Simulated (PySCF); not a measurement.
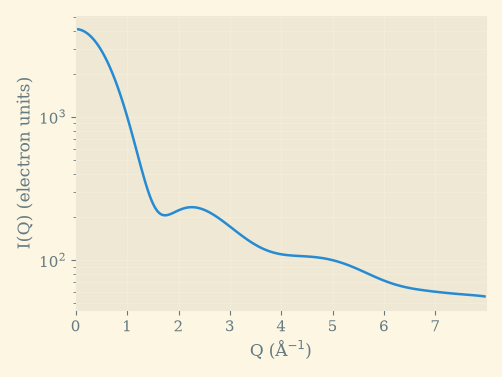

Elastic X-ray scattering of a randomly oriented, rigid molecule, calculated with the Debye equation from neutral-atom form factors (independent atoms, no Compton part, no vibration). The geometry is the end point of an optimisation (PBE0-D3(BJ)/def2-SVP geometry optimisation, gas phase in PySCF); it may be a saddle point or a higher isomer. It contains Cl, C, H.

Q: How many electrons does the independent-atom model of the molecule hold?

A: I(0) is the square of the electron number: I(0) = 4100, so about 64 electrons, the count of C6H11Cl.

Q: What radius of gyration does the initial fall-off give?

A: From I(Q) ≈ I(0) exp(−Q²R²/3) at small Q, R ≈ 2.03 Å. It is larger than the electron-weighted radius of the nuclear positions alone (1.87 Å), because each atom's electron cloud adds to it.
